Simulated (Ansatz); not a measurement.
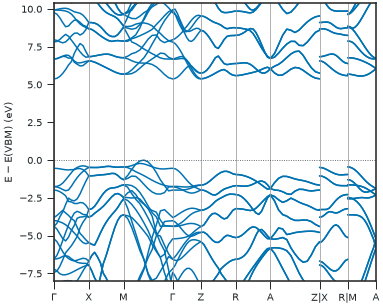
Band structure from the program Ansatz at the r²SCAN level (PAW)

### Question
Read off the gap and where the band edges lie.

### Answer
About 5.4 eV (5.37 eV by a search for the band edges); maximum on the M–Γ line, 40 % of the way from M, minimum at Γ.

### Question
Which compound is it?
(A) HfO2, rutile
(B) SiO2, P4_32_12 (Si on 4a, O on 8b)
(C) SiO2, P4_12_12 (Si on 4a, O on 8b)
(D) C, P4_32_12 (C on 4a, C on 8b)

### Answer
D, C, P4_32_12 (C on 4a, C on 8b)

The start of the workflow was typed in or built on a structure type; neither database checked (COD, Materials Project) lists it. It is not the phase usual at ambient conditions (space group No. 194, 227). The r²SCAN relaxation kept the symmetry of its start; its stability against distortions is not shown here.

Potentials: the earlier of the program's two PAW sets.
